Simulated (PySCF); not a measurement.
# C₃H₆BSe, charge −1, SMILES `BCC(=C)[Se-]`: electronic structure

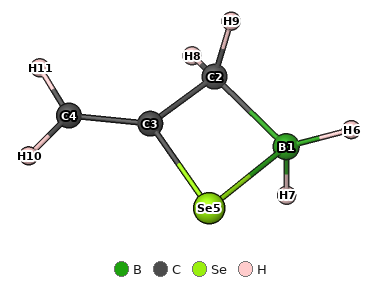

The molecule, with its atoms numbered as below. No frequency check shows the geometry to be a minimum.

Coordinates in Å:

```
B1       0.1023    1.7937   -0.2724
C2      -1.3284    1.1954    0.2089
C3      -0.9934   -0.2469    0.0527
C4      -1.7965   -1.2839   -0.1335
Se5      0.9214   -0.3206    0.0322
H6       0.6975    2.5171    0.4570
H7       0.2280    1.9969   -1.4359
H8      -2.2275    1.4694   -0.3572
H9      -1.5377    1.4060    1.2646
H10     -1.4197   -2.2843   -0.2772
H11     -2.8718   -1.1584   -0.1517
```

### 1. In an electric field

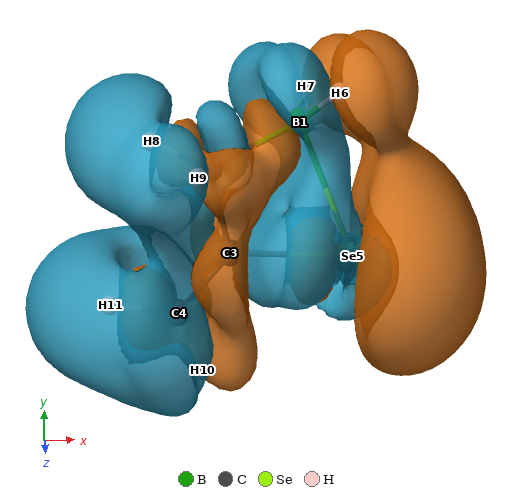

Change of the electron density in a uniform field of 0.15 V/Å, surfaces at ±0.0006 e/Å³ (light blue: gain, orange: loss).

Method: TPSSh/def2-SVPD; geometry: GFN2-xTB; program: PySCF. For an anion such functionals hold the outermost electrons too loosely, so the response is rough.

The field was applied in both directions; the picture shows the one opposite to the script's first.

**Along which Cartesian direction does the field point?**

Along +x: electrons gather on the −x side, against the field.

**How large is the response?**

The induced dipole is 0.85 D (along the field); α along this axis, from the fields in both directions, is 112 bohr³ (16.6 Å³).

### 2. Removing or adding an electron

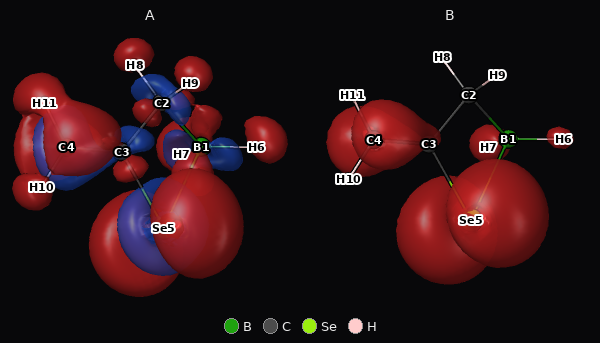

The Fukui function f⁻ from two separate SCF calculations and the density of the HOMO, at ±0.015 e/Å³ (red positive, blue negative).

PySCF calculation, B3LYP/def2-SVPD, gas phase; geometry: GFN2-xTB.

**Which panel is which, and how good is the frozen-orbital picture?**

A is f⁻ (it has negative regions), B the HOMO density. The HOMO lies on Se5 (68 %), C4 (15 %) and C3 (5 %); f⁻ (Hirshfeld-condensed) is largest on Se5 (0.47); the vertical detachment energy is 2.74 eV (the stability of the neutral species's solution wasn't checked). Relaxation shifts 25 % of the electron between atoms. The orbital energy is −0.69 eV.

### 3. Localised orbitals

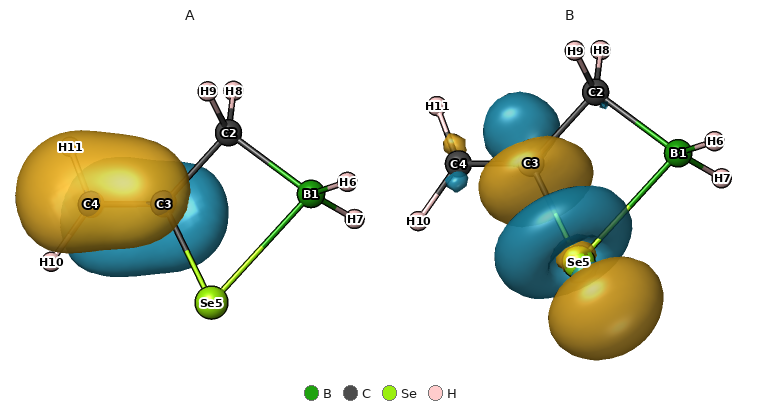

Intrinsic bond orbitals (IBO), occupied and valence-virtual; each surface holds about 80 % of the orbital's density. Energies are diagonal elements of the Fock matrix.

Computed with PySCF, r2SCAN/6-311G**, geometry: GFN2-xTB. The basis has no diffuse functions, which an anion needs.

**Name the orbitals, with their atomic make-up and energies.**

By panel:
- A: π bond C4–C3 (C4 57 %, C3 42 %; −2.2 eV)
- B: σ* orbital Se5–C3 (Se5 51 %, C3 48 %; 8.2 eV)
